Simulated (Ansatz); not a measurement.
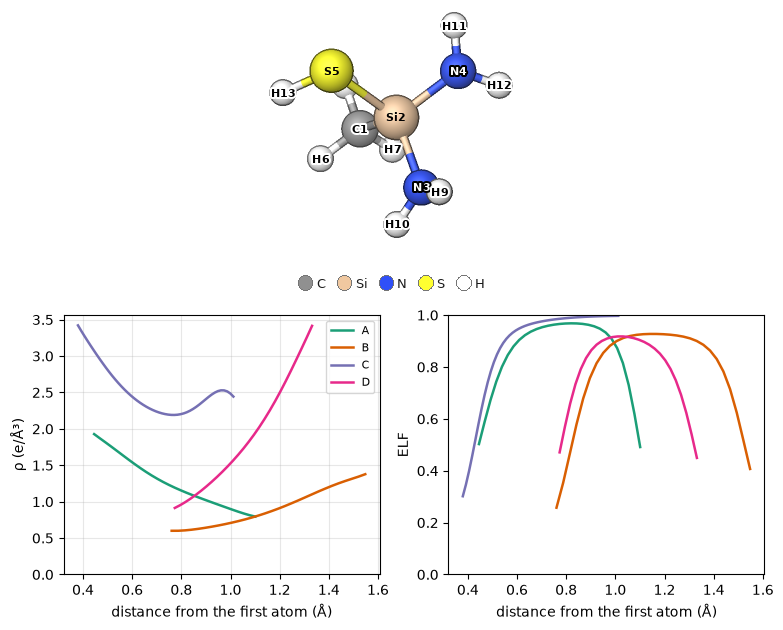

Figure. CH8N2SSi (SMILES C[Si](N)(N)S). Total electron density and electron localisation function along straight lines between neighbouring atoms. The curves leave out the atomic cores. The structure is drawn too.

Method: Ansatz, RKS PBE0-D4/def2-SVP.

Input file:

```
crystal:
  periodic: [false, false, false]
  atoms:
    - { symbol: C, position_ang: [-1.5003, 0.0668, 0.4765] }
    - { symbol: Si, position_ang: [0.1619, 0.033, -0.1285] }
    - { symbol: "N", position_ang: [1.2947, -0.2233, 1.037] }
    - { symbol: "N", position_ang: [0.6178, -1.288, -1.0697] }
    - { symbol: S, position_ang: [0.7525, 1.7418, -1.2154] }
    - { symbol: H, position_ang: [-1.7129, 0.9797, 1.1312] }
    - { symbol: H, position_ang: [-1.8015, -0.7864, 1.0259] }
    - { symbol: H, position_ang: [-2.2233, 0.227, -0.3672] }
    - { symbol: H, position_ang: [2.0658, -0.7418, 0.6302] }
    - { symbol: H, position_ang: [1.7676, 0.6631, 1.3086] }
    - { symbol: H, position_ang: [0.0369, -1.2516, -1.9303] }
    - { symbol: H, position_ang: [0.2419, -2.1337, -0.5817] }
    - { symbol: H, position_ang: [0.3192, 2.6788, -0.3018] }
basis:
  gaussian: { orbitals: def2-SVP }
hamiltonian:
  xc: pbe0
  dispersion: d4
relax:
  f_tol: 0.015
  max_steps: 40
output:
  orbitals: {}
```

Command:

```sh
ansatz run input.yaml --threads 2 --pin off --max-ram 3072MiB --backend cpu --events-out ev --progress --plain --runs-dir out
```

The fields are those of the relaxed geometry.

Question: Which curve belongs to which contact (C–Si, N–H, Si–N and Si–S)? The first atom named is at distance zero.

Answer: Curve A: C–Si (1.87 Å): the density is about 0.98 e/Å³ at the midpoint; the ELF peaks at about 0.95 between the atoms: a covalent bond. Curve B: Si–S (2.17 Å): ρ at the midpoint is about 0.78 e/Å³; the ELF peaks at about 0.95 between the atoms; localised, covalent bonding. Curve C: N–H (1.01 Å): the density is about 2.8 e/Å³ at the midpoint; the ELF climbs to about 1 towards the hydrogen, as it does in any bond to H (a covalent bond by its length). Curve D: Si–N (1.72 Å): ρ is about 1.1 e/Å³ halfway; the ELF peaks at about 0.90 between the atoms, as expected for a shared but strongly polarised pair.
